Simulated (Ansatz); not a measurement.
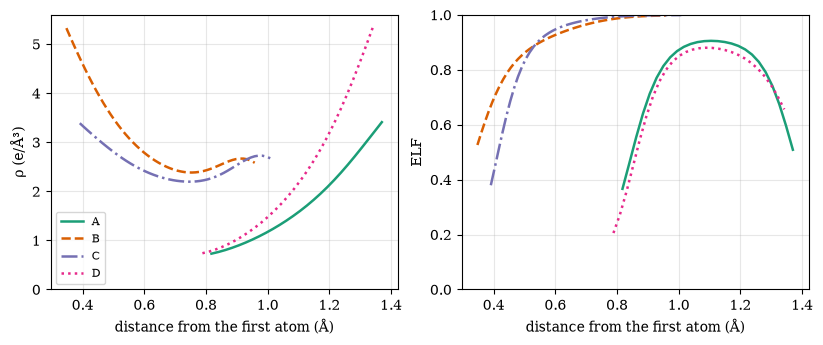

Figure 1: AlH5N2O. Total electron density and electron localisation function along straight lines between neighbouring atoms. The curves leave out the atomic cores.

All numbers below come from RKS PBE0/def2-mTZVP (Ansatz 0.2.0).

The calculation's input:

```
crystal:
  periodic: [false, false, false]
  atoms:
    - { symbol: "N", position_ang: [-0.2139, 1.3902, -1.1776] }
    - { symbol: Al, position_ang: [-0.1051, 0.0, 0.0637] }
    - { symbol: "N", position_ang: [1.3447, -1.1998, -0.0593] }
    - { symbol: O, position_ang: [-1.2914, -0.2042, 1.3721] }
    - { symbol: H, position_ang: [-0.3706, 0.9926, -2.15] }
    - { symbol: H, position_ang: [-1.1582, 1.9427, -0.9746] }
    - { symbol: H, position_ang: [1.8909, -1.1642, 0.8819] }
    - { symbol: H, position_ang: [1.0167, -2.1443, -0.1506] }
    - { symbol: H, position_ang: [-1.0246, 0.3408, 2.1773] }
basis:
  gaussian: { orbitals: def2-mTZVP }
hamiltonian:
  xc: pbe0
relax:
  f_tol: 0.02
  max_steps: 50
output:
  orbitals: {}
```

Launched as:

```sh
ansatz run input.yaml --threads 2 --pin off --max-ram 3072MiB --backend cpu --events-out ev --progress --plain --runs-dir out
```

The fields are those of the run's last geometry, not of the input's.

Q: Which curve belongs to which contact (Al–N, Al–O, N–H and O–H)? The first atom named is at distance zero.

A: Curve A: Al–N (1.77 Å): the density is about 0.85 e/Å³ at the midpoint; the ELF peaks at about 0.90 in the valence shell of N, 0.7 Å from its nucleus, and is about 0.65 at the midpoint. Curve B: O–H (0.96 Å): ρ is about 3.7 e/Å³ halfway; the ELF climbs to about 1 towards the hydrogen, as it does in any bond to H: an ordinary covalent bond to hydrogen. Curve C: N–H (1.01 Å): ρ at the midpoint is about 2.8 e/Å³; the ELF climbs to about 1 towards the hydrogen: a covalent bond by its length. Curve D: Al–O (1.70 Å): the density is about 0.87 e/Å³ at the midpoint; the ELF peaks at about 0.90 in the valence shell of O, 0.6 Å from its nucleus, and is about 0.45 at the midpoint.
